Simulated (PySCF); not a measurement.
# C6H10BF: circular dichroism and optical rotation, excited states, first hyperpolarisability

What do calculations give for the circular dichroism and optical rotation, excited states, first hyperpolarisability of C6H10BF (`CC=C=C(F)B(C)C`)?

Computed with PySCF 2.14.0 and routines of our own; the level stands in each step. Atoms count from 0.

## (1) The system as given

18 atoms, charge 0, multiplicity 1; geometry from: GFN2-xTB.

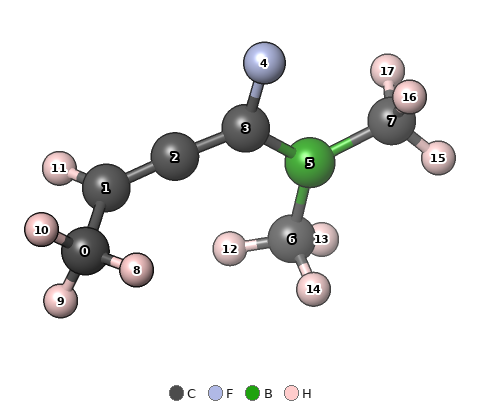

The starting geometry (carbon dark grey, fluorine light blue, boron green, hydrogen pink).

## (2) Optimising the geometry at PBE0-D3(BJ)/def2-SVP

The job: settings as JSON, then the geometry in Å.

```
{"job": {"xc": "PBE0", "basis": "def2-SVP", "d3": "d3bj", "grid": 2, "kind": "geom"}, "charge": 0, "multiplicity": 1}
C      2.548316     1.736146     0.921480
C      2.256213     0.379738     0.355467
C      1.144986    -0.263486     0.525790
C     -0.011466    -0.870967     0.649349
F     -0.161815    -1.724669     1.721908
B     -1.221378    -0.695327    -0.305056
C     -1.108748     0.306795    -1.514997
C     -2.534436    -1.513759    -0.021773
H      1.677535     2.138584     1.431682
H      2.842280     2.416383     0.123161
H      3.374946     1.669647     1.628374
H      3.051263    -0.067610    -0.230358
H     -0.086502     0.508363    -1.825466
H     -1.673255    -0.022560    -2.384519
H     -1.540967     1.263999    -1.220736
H     -3.420284    -1.098914    -0.496599
H     -2.734900    -1.630122     1.041571
H     -2.410548    -2.525925    -0.410937
```

Run with:

```bash
$ OMP_NUM_THREADS=1 python excited_run.py task.json out
```

The driver reads the jobs from task.json and runs them one after another.

The log of the run:

```text
step   0  E = -358.63228122  max force = 0.016624
step   1  E = -358.63459978  max force = 0.006353
step   2  E = -358.63470144  max force = 0.002395
step   3  E = -358.63477417  max force = 0.001240
step   4  E = -358.63480715  max force = 0.000757
step   5  E = -358.63484855  max force = 0.000584
step   6  E = -358.63488754  max force = 0.000532
step   7  E = -358.63490178  max force = 0.000307
optimisation converged
```

It took 98 s on 1 thread of Intel Xeon Platinum 8488C, shared host; peak memory 0.77 GiB.

Step by step:

```tsv
step	energy from step 0 (eV)	largest force component (eV/Å)
0	0.0000	0.8548
1	-0.0631	0.3267
2	-0.0659	0.1232
3	-0.0678	0.0638
4	-0.0687	0.0389
5	-0.0699	0.0300
6	-0.0709	0.0274
7	-0.0713	0.0158
```

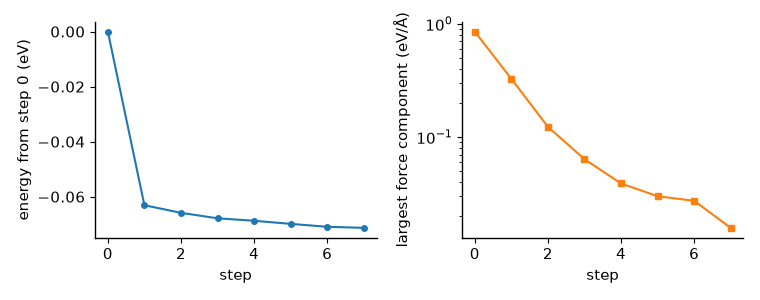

Energy and force, step by step.

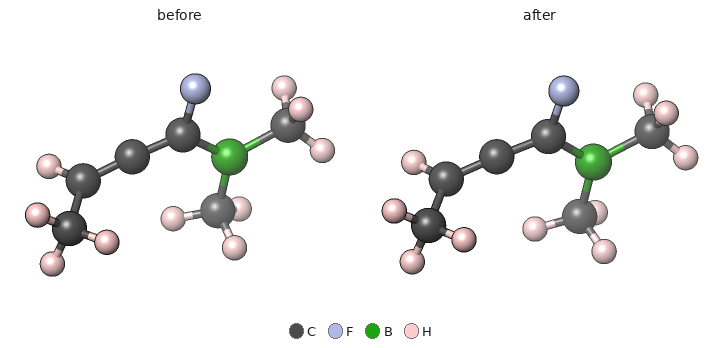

Before and after, at one scale.

Distances of close pairs at the start and the end, largest changes first:

```tsv
bond	before (Å)	after (Å)	change (Å)
C3–F4	1.379	1.355	-0.024
C7–H17	1.091	1.108	+0.016
C6–H14	1.091	1.107	+0.016
C1–H11	1.084	1.100	+0.016
C6–H13	1.088	1.102	+0.015
C1–C2	1.295	1.308	+0.013
C0–H9	1.089	1.102	+0.013
C7–H15	1.087	1.100	+0.012
```

The final coordinates are the input of the step that follows.

```tsv
at the end point	value
point group (found at 0.08 Å tolerance)	C1
rotational constants (GHz, main isotopes)	3.077, 1.149, 0.886
dipole moment (D)	2.17
```

## (3) Circular dichroism and optical rotation: TDDFT CAM-B3LYP/aug-cc-pVDZ

The job: settings as JSON, then the geometry in Å.

```
{"job": {"kind": "ecd", "xc": "CAM-B3LYP", "basis": "aug-cc-pVDZ", "nstates": 12}, "charge": 0, "multiplicity": 1}
C      2.283559     2.470373     1.680870
C      1.897389     1.139020     1.111016
C      0.749474     0.536369     1.286460
C     -0.437205    -0.037322     1.396530
F     -0.657917    -0.895265     2.421321
B     -1.611581     0.216461     0.400546
C     -1.451690     1.248751    -0.769871
C     -2.938220    -0.594886     0.607528
H      1.465480     2.912339     2.264927
H      2.557790     3.169247     0.874186
H      3.165608     2.369833     2.333844
H      2.649513     0.624693     0.494680
H     -0.425803     1.598374    -0.953345
H     -1.881894     0.861120    -1.707973
H     -2.066484     2.131657    -0.510345
H     -3.811300    -0.167835     0.093063
H     -3.171738    -0.775524     1.667516
H     -2.761328    -1.597439     0.170711
```

Level: TDDFT CAM-B3LYP/aug-cc-pVDZ circular dichroism and optical rotation, one conformer, gas phase.

The log of the run:

```text
coarse grid: 14888 points
cycle   1  E = -359.0755411436  dE =  9.795e-01  |g| = 5.221e-01  |ddm| = 1.378e+01
cycle   2  E = -359.0855793545  dE = -1.004e-02  |g| = 5.493e-01  |ddm| = 2.585e+00
cycle   3  E = -359.1381593156  dE = -5.258e-02  |g| = 7.766e-02  |ddm| = 9.548e-01
cycle   4  E = -359.1390817206  dE = -9.224e-04  |g| = 3.369e-02  |ddm| = 2.136e-01
cycle   5  E = -359.1393403173  dE = -2.586e-04  |g| = 6.751e-03  |ddm| = 1.260e-01
cycle   6  E = -359.1393500645  dE = -9.747e-06  |g| = 2.812e-03  |ddm| = 2.525e-02
final grid: 143784 points
cycle   7  E = -359.1574915184  dE = -2.106e-05  |g| = 4.993e-03  |ddm| = 2.483e-01
cycle   8  E = -359.1574893625  dE =  2.156e-06  |g| = 6.063e-03  |ddm| = 3.813e-02
cycle   9  E = -359.1574976776  dE = -8.315e-06  |g| = 6.673e-04  |ddm| = 1.521e-02
cycle  10  E = -359.1574977729  dE = -9.528e-08  |g| = 1.209e-04  |ddm| = 1.812e-03
cycle  11  E = -359.1574977770  dE = -4.162e-09  |g| = 4.524e-05  |ddm| = 7.358e-04
cycle  12  E = -359.1574977775  dE = -5.225e-10  |g| = 1.557e-05  |ddm| = 1.551e-04
converged SCF energy = -359.1574977775

Singlet excitations and rotatory strengths (1e-40 esu^2 cm^2)
state   eV       nm     f(len)   f(vel)    R(len)    R(vel)   main configurations
  1   5.0663   244.7  0.00002  0.00002     1.016     1.024   H-1->L 0.86
  2   5.4466   227.6  0.00194  0.00155    -0.887    -1.006   H->L+5 0.27, H->L+3 0.25, H->L+4 0.11
  3   5.6414   219.8  0.38908  0.38041     7.380     7.319   H->L 0.92
  4   6.2455   198.5  0.00059  0.00057   -12.610   -12.554   H-2->L 0.84
  5   6.4434   192.4  0.00352  0.00340    21.323    20.988   H-3->L 0.83
  6   6.7055   184.9  0.00854  0.00844     4.237     4.110   H->L+1 0.67, H->L+6 0.10
  7   6.8060   182.2  0.11592  0.11294    35.993    35.360   H-1->L+1 0.64, H-1->L+3 0.14
  8   7.1027   174.6  0.30774  0.29868   -48.804   -48.024   H-1->L+2 0.26, H-1->L+5 0.15, H-1->L+4 0.11
  9   7.2927   170.0  0.03574  0.03519     4.025     3.450   H->L+4 0.44, H->L+3 0.33
 10   7.3865   167.9  0.07831  0.07698    12.470    12.616   H->L+2 0.67
 11   7.4914   165.5  0.00508  0.00531     5.493     5.353   H-1->L+4 0.46, H-1->L+3 0.24
 12   7.4946   165.4  0.00545  0.00530    -0.765    -0.495   H->L+3 0.26, H->L+4 0.20, H->L+5 0.17

Specific rotation (deg / (dm g/mL))
    nm     length   length(OI)   velocity    alpha(len)  alpha(vel)
  633.0     161.53     161.27     153.63       99.471     97.720
  589.3     190.84     190.53     181.57      100.075     98.312
  546.0     229.04     228.66     218.00      100.845     99.067
  436.0     407.55     406.85     388.58      104.210    102.364
  405.0     501.12     500.26     478.17      105.850    103.970
  365.0     685.96     684.77     655.41      108.898    106.955
  355.0     750.23     748.93     717.13      109.908    107.944
```

It took 2.1 min on 1 thread of Intel Xeon Platinum 8488C, shared host; peak memory 1.3 GiB.

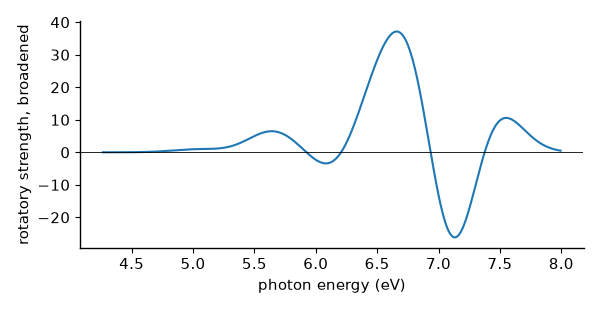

Circular dichroism: velocity-form rotatory strengths under Gaussians of 0.3 eV half-width at 1/e.

The fields below are evaluated on a grid from the run's orbitals.

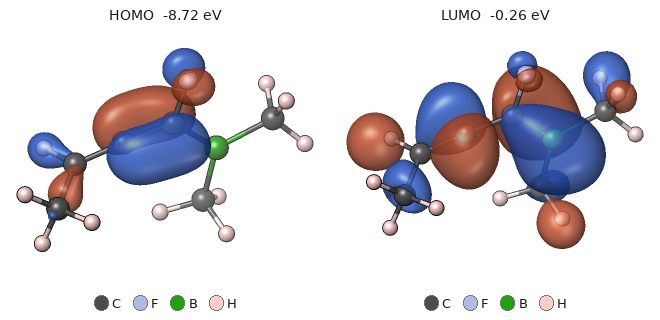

CAM-B3LYP/aug-cc-pVDZ orbitals near the gap, drawn at the value that encloses 70 % of each; the two colours are the two signs.

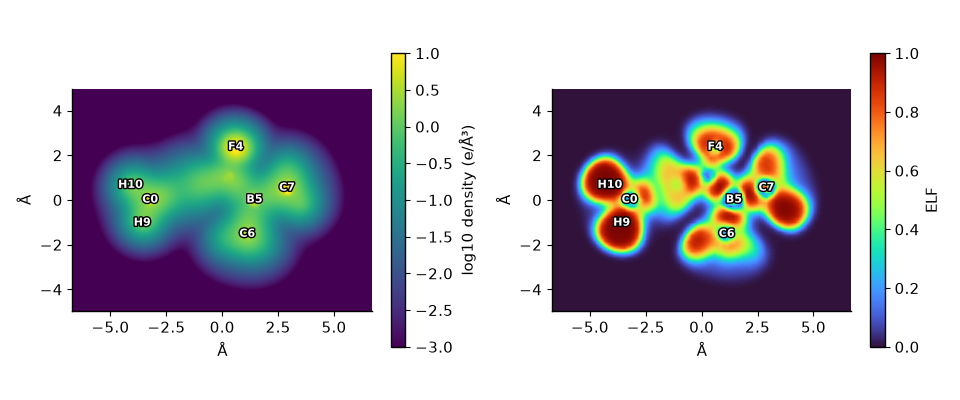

Density (left) and ELF (right) in a plane through or near 7 of the atoms.

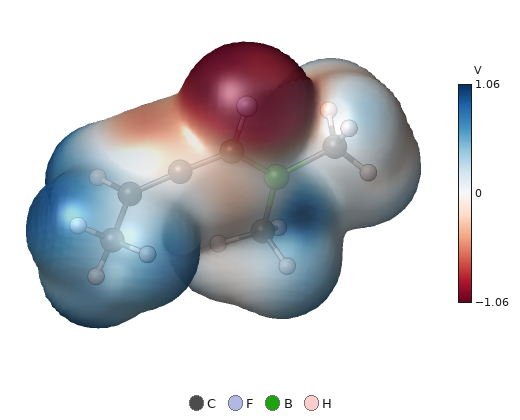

The potential that a unit positive charge feels on the 0.002 e/bohr³ surface, from -1.06 V near F4 to 1.02 V near H11.

## (4) Excited states: TDA CAM-B3LYP/def2-TZVP

The job, as its differences from that of step 3:

```diff
@@ -1,2 +1,2 @@
-{"job": {"kind": "ecd", "xc": "CAM-B3LYP", "basis": "aug-cc-pVDZ", "nstates": 12}, "charge": 0, "multiplicity": 1}
+{"job": {"kind": "states", "xc": "CAM-B3LYP", "basis": "def2-TZVP", "tda": true, "soc": true, "nstates": 6, "ntriplets": 5, "nquad": 4}, "charge": 0, "multiplicity": 1}
 C      2.283559     2.470373     1.680870
```

Level: TDA CAM-B3LYP/def2-TZVP excited states, vertical, gas phase, spin-orbit mean-field couplings.

The log of the run:

```text
coarse grid: 14888 points
cycle   1  E = -359.2030911752  dE =  9.295e-01  |g| = 5.759e-01  |ddm| = 3.218e+00
cycle   2  E = -359.2106793282  dE = -7.588e-03  |g| = 6.274e-01  |ddm| = 1.106e+00
cycle   3  E = -359.2723648015  dE = -6.169e-02  |g| = 8.410e-02  |ddm| = 5.215e-01
cycle   4  E = -359.2733407454  dE = -9.759e-04  |g| = 3.844e-02  |ddm| = 1.082e-01
cycle   5  E = -359.2736515324  dE = -3.108e-04  |g| = 7.565e-03  |ddm| = 3.397e-02
cycle   6  E = -359.2736627440  dE = -1.121e-05  |g| = 3.226e-03  |ddm| = 9.361e-03
cycle   7  E = -359.2736651778  dE = -2.434e-06  |g| = 6.639e-04  |ddm| = 4.073e-03
final grid: 143784 points
cycle   8  E = -359.2652103891  dE = -5.817e-05  |g| = 5.324e-03  |ddm| = 7.809e-02
cycle   9  E = -359.2652112781  dE = -8.890e-07  |g| = 5.111e-03  |ddm| = 9.480e-03
cycle  10  E = -359.2652163051  dE = -5.027e-06  |g| = 7.288e-04  |ddm| = 3.695e-03
cycle  11  E = -359.2652163761  dE = -7.100e-08  |g| = 2.520e-04  |ddm| = 9.830e-04
cycle  12  E = -359.2652163869  dE = -1.087e-08  |g| = 4.029e-05  |ddm| = 2.982e-04
cycle  13  E = -359.2652163874  dE = -4.483e-10  |g| = 1.785e-05  |ddm| = 6.868e-05
converged SCF energy = -359.2652163874

Singlet excitations
state   eV       nm        f     d(h-e)  d(exc)  Lambda  PR(NTO)  |dmu|/D   mu/D   main configurations
  1   5.1013   243.0   0.00006   1.175   2.923   0.470   1.092    3.697    5.233   H-1->L 0.92
  2   5.5073   225.1   0.00247   0.875   2.622   0.542   1.084    2.263    1.619   H->L+1 0.92
  3   5.9316   209.0   0.50257   1.048   2.892   0.697   1.121    3.296    4.256   H->L 0.93
  4   6.2861   197.2   0.00114   1.045   2.733   0.410   1.012    4.136    4.124   H-2->L 0.94
  5   6.4825   191.3   0.00282   0.341   2.668   0.529   1.085                     H-3->L 0.94
  6   7.3796   168.0   0.41558   0.091   3.057   0.694   1.466                     H-1->L+1 0.73, H->L+2 0.09

Triplet excitations (Tamm-Dancoff)
state   eV     d(h-e)  d(exc)  Lambda  PR(NTO)   main configurations
  1   3.6783   0.409   2.430   0.693   1.030   H->L 0.90
  2   4.4758   0.107   2.211   0.751   1.033   H-1->L+1 0.85
  3   4.7238   1.059   2.852   0.469   1.083   H-1->L 0.91
  4   5.0953   0.868   2.586   0.541   1.078   H->L+1 0.91
  5   5.8542   0.900   2.618   0.409   1.013   H-2->L 0.90
S1 - T1 = 1.4230 eV

Spin-orbit couplings |<S|Hso|T>| (cm-1)
             T1       T2       T3       T4       T5
S0        0.413    0.344   12.764   12.939    5.272
S1        7.081    7.898    0.669    0.903    0.208
S2        7.735    4.038    0.393    0.355    0.675
S3        0.440    0.993    5.730   11.009    8.072
S4        5.267    0.484    1.447    1.196    1.229
S5       21.789    4.387    8.835    1.428   10.872
S6        1.139    2.981    5.971    8.391    0.765
T1 sublevels (cm-1): 0.000 0.018 0.019   radiative rates (1/s): 0.223 0.077 0.00528
```

Run time: 93 s. Hardware: 1 thread of Intel Xeon Platinum 8488C, shared host; peak memory 1.3 GiB.

In short:

```tsv
quantity	value
S1 less T1	1.42 eV
```

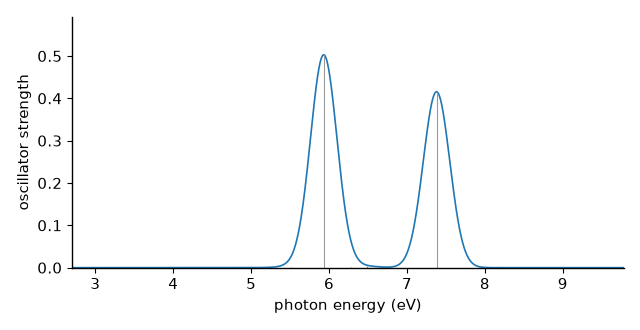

Absorption lines of the singlets. Lines are broadened to a width of 0.40 eV (Gaussian).

## (5) Excited states: TDDFT CAM-B3LYP/aug-cc-pVDZ

The job, as its differences from that of step 4:

```diff
@@ -1,2 +1,2 @@
-{"job": {"kind": "states", "xc": "CAM-B3LYP", "basis": "def2-TZVP", "tda": true, "soc": true, "nstates": 6, "ntriplets": 5, "nquad": 4}, "charge": 0, "multiplicity": 1}
+{"job": {"kind": "states", "xc": "CAM-B3LYP", "basis": "aug-cc-pVDZ", "tpa": true, "nstates": 8, "nquad": 6, "ntriplets": 0}, "charge": 0, "multiplicity": 1}
 C      2.283559     2.470373     1.680870
```

With the program's defaults for keys left out, this is: TDDFT CAM-B3LYP/aug-cc-pVDZ excited states, vertical, gas phase, two-photon moments by quadratic response.

The log of the run:

```text
coarse grid: 14888 points
cycle   1  E = -359.0755411436  dE =  9.795e-01  |g| = 5.221e-01  |ddm| = 1.378e+01
cycle   2  E = -359.0855793545  dE = -1.004e-02  |g| = 5.493e-01  |ddm| = 2.585e+00
cycle   3  E = -359.1381593156  dE = -5.258e-02  |g| = 7.766e-02  |ddm| = 9.548e-01
cycle   4  E = -359.1390817206  dE = -9.224e-04  |g| = 3.369e-02  |ddm| = 2.136e-01
cycle   5  E = -359.1393403173  dE = -2.586e-04  |g| = 6.751e-03  |ddm| = 1.260e-01
cycle   6  E = -359.1393500645  dE = -9.747e-06  |g| = 2.812e-03  |ddm| = 2.525e-02
final grid: 143784 points
cycle   7  E = -359.1574915184  dE = -2.106e-05  |g| = 4.993e-03  |ddm| = 2.483e-01
cycle   8  E = -359.1574893625  dE =  2.156e-06  |g| = 6.063e-03  |ddm| = 3.813e-02
cycle   9  E = -359.1574976776  dE = -8.315e-06  |g| = 6.673e-04  |ddm| = 1.521e-02
cycle  10  E = -359.1574977729  dE = -9.528e-08  |g| = 1.209e-04  |ddm| = 1.812e-03
cycle  11  E = -359.1574977770  dE = -4.163e-09  |g| = 4.524e-05  |ddm| = 7.358e-04
cycle  12  E = -359.1574977775  dE = -5.227e-10  |g| = 1.557e-05  |ddm| = 1.551e-04
converged SCF energy = -359.1574977775

Singlet excitations
state   eV       nm        f     d(h-e)  d(exc)  Lambda  PR(NTO)  |dmu|/D   mu/D   delta(TPA)   sigma/GM   main configurations
  1   5.0664   244.7   0.00002   1.115   2.944   0.438   1.106    3.518    5.100        0.30      0.003   H-1->L 0.86
  2   5.4467   227.6   0.00194   0.852   2.714   0.304   1.062    2.179    1.793        0.80      0.009   H->L+5 0.27, H->L+3 0.25, H->L+4 0.11
  3   5.6417   219.8   0.38911   0.920   2.955   0.635   1.153    2.890    3.833      189.71      2.212   H->L 0.92
  4   6.2456   198.5   0.00059   1.048   2.759   0.365   1.018    4.115    4.082        1.11      0.016   H-2->L 0.84
  5   6.4435   192.4   0.00352   0.385   2.721   0.471   1.135    1.108    1.656        1.31      0.020   H-3->L 0.83
  6   6.7055   184.9   0.00854   0.877   4.323   0.310   1.019    2.444    1.294      222.73      3.669   H->L+1 0.67, H->L+6 0.10
  7   6.8062   182.2   0.11582   0.459   3.879   0.339   1.152                                            H-1->L+1 0.64, H-1->L+3 0.14
  8   7.1029   174.6   0.30778   0.752   3.724   0.337   1.604                                            H-1->L+2 0.26, H-1->L+5 0.15, H-1->L+4 0.11
```

Run time: 86 s. Hardware: 1 thread of Intel Xeon Platinum 8488C, shared host; peak memory 1.1 GiB.

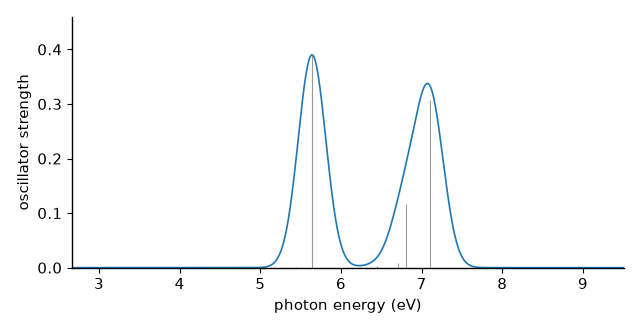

Absorption lines of the singlets. Lines are broadened to a width of 0.40 eV (Gaussian).

## (6) First hyperpolarisability: quadratic response CAM-B3LYP/aug-cc-pVDZ

The job, as its differences from that of step 5:

```diff
@@ -1,2 +1,2 @@
-{"job": {"kind": "states", "xc": "CAM-B3LYP", "basis": "aug-cc-pVDZ", "tpa": true, "nstates": 8, "nquad": 6, "ntriplets": 0}, "charge": 0, "multiplicity": 1}
+{"job": {"kind": "beta", "xc": "CAM-B3LYP", "basis": "aug-cc-pVDZ"}, "charge": 0, "multiplicity": 1}
 C      2.283559     2.470373     1.680870
```

Method: quadratic response CAM-B3LYP/aug-cc-pVDZ first hyperpolarisability, Taylor convention, gas phase.

The log of the run:

```text
coarse grid: 14888 points
cycle   1  E = -359.0755411436  dE =  9.795e-01  |g| = 5.221e-01  |ddm| = 1.378e+01
cycle   2  E = -359.0855793545  dE = -1.004e-02  |g| = 5.493e-01  |ddm| = 2.585e+00
cycle   3  E = -359.1381593156  dE = -5.258e-02  |g| = 7.766e-02  |ddm| = 9.548e-01
cycle   4  E = -359.1390817206  dE = -9.224e-04  |g| = 3.369e-02  |ddm| = 2.136e-01
cycle   5  E = -359.1393403173  dE = -2.586e-04  |g| = 6.751e-03  |ddm| = 1.260e-01
cycle   6  E = -359.1393500645  dE = -9.747e-06  |g| = 2.812e-03  |ddm| = 2.525e-02
final grid: 143784 points
cycle   7  E = -359.1574915184  dE = -2.106e-05  |g| = 4.993e-03  |ddm| = 2.483e-01
cycle   8  E = -359.1574893625  dE =  2.156e-06  |g| = 6.063e-03  |ddm| = 3.813e-02
cycle   9  E = -359.1574976776  dE = -8.315e-06  |g| = 6.673e-04  |ddm| = 1.521e-02
cycle  10  E = -359.1574977729  dE = -9.528e-08  |g| = 1.209e-04  |ddm| = 1.812e-03
cycle  11  E = -359.1574977770  dE = -4.163e-09  |g| = 4.524e-05  |ddm| = 7.358e-04
cycle  12  E = -359.1574977775  dE = -5.226e-10  |g| = 1.557e-05  |ddm| = 1.551e-04
converged SCF energy = -359.1574977775

Lowest singlets (eV, f): 5.0664 0.0000  5.4467 0.0019  5.6417 0.3891

First hyperpolarisability (au)
process     nm      |vector|   parallel      HRS      DR
static         -      252.11     -32.95     111.69   4.097
shg       1907.0      271.03     -30.98     120.17   4.128
eope      1907.0      258.14     -32.34          -       -
shg       1064.0      323.56     -24.71     143.63   4.195
eope      1064.0      272.46     -30.83          -       -
```

Run time: 68 s. Hardware: 1 thread of Intel Xeon Platinum 8488C, shared host; peak memory 1.2 GiB.

## (7) Summary of results

| quantity | value |
| --- | --- |
| point group | C1 |
| rotational constants (main isotopes) | 3.08, 1.15, 0.89 GHz |
| state of largest rotatory strength (velocity form) among 12 (step 3, TDDFT CAM-B3LYP/aug-cc-pVDZ) | 7.10 eV, R = -48.0 (velocity), -48.8 (length) ·10⁻⁴⁰ esu² cm² |
| specific rotation at 633.0 nm (step 3, TDDFT CAM-B3LYP/aug-cc-pVDZ) | 153.6 (velocity), 161.5 (length) |
| surface potential, least and greatest | -1.06 V and 1.02 V |
| S1 less T1 (step 4, TDA CAM-B3LYP/def2-TZVP) | 1.42 eV |
| β vector (step 6, quadratic response CAM-B3LYP/aug-cc-pVDZ) | static 252, SHG 1907.0 nm 271, SHG 1064.0 nm 324 au |

**Reading.** Relaxing lowered the energy by 0.071 eV in 7 steps; the close pair that moved most is C3–F4, from 1.379 to 1.355 Å. Rotations belong to one conformer and to the handedness of the start. In step 4, the number of triplets below S1 is 4, and the largest singlet-triplet spin-orbit coupling is S5–T1, 21.79 cm⁻¹. β grows from 252 au (static) to 324 au for doubling at 1064.0 nm: normal dispersion, which grows as twice the photon energy moves toward the bright states.
